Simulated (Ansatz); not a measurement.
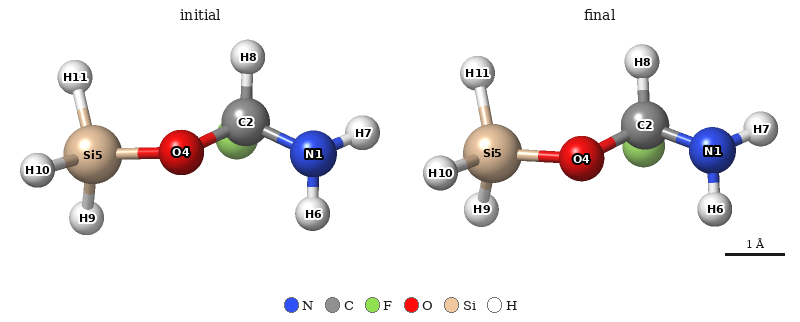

The structure of CH$_{6}$FNOSi before (left) and after (right) a relaxation, at one scale.

Style: ball-and-stick. Shown from a free direction.

The start comes from PBE-D4/def2-SVP.

Computed with Ansatz 0.2.0, RKS PBE0-D4/def2-TZVP.

Input
```yaml
crystal:
  periodic: [false, false, false]
  atoms:
    - {symbol: N, position_ang: [-0.204442, -1.385512, 1.520374]}
    - {symbol: C, position_ang: [0.363817, -0.692257, 0.441534]}
    - {symbol: F, position_ang: [0.010327, -1.247120, -0.841298]}
    - {symbol: O, position_ang: [-0.077493, 0.615369, 0.444124]}
    - {symbol: Si, position_ang: [-0.092431, 1.551940, -0.978218]}
    - {symbol: H, position_ang: [-1.229530, -1.331100, 1.500648]}
    - {symbol: H, position_ang: [0.097524, -2.363984, 1.549518]}
    - {symbol: H, position_ang: [1.476900, -0.773022, 0.468108]}
    - {symbol: H, position_ang: [-1.234310, 1.201671, -1.886385]}
    - {symbol: H, position_ang: [-0.254813, 2.955904, -0.480386]}
    - {symbol: H, position_ang: [1.209851, 1.411110, -1.717420]}
basis:
  gaussian: {orbitals: def2-TZVP}
hamiltonian: {xc: pbe0, dispersion: d4}
relax: {f_tol: 0.005, max_steps: 150}
```

### What changed between the two?

The largest moves after the best rigid fit, 0.18 Å, are those of F3, H9 and H11. By element the largest moves are F 0.18 Å, H 0.18 Å, O 0.15 Å, C 0.09 Å, N 0.07 Å, Si 0.02 Å. Some distances before and after: O4–Si5 1.703 → 1.661 Å, C2–F3 1.442 → 1.415 Å, C2–H8 1.116 → 1.096 Å, Si5–H10 1.498 → 1.480 Å. The energy falls by 6.39 kJ/mol in 11 geometry steps. The largest force component goes from 0.85 to 0.0024 eV/Å. The run took roughly 100 core-seconds on a shared host.
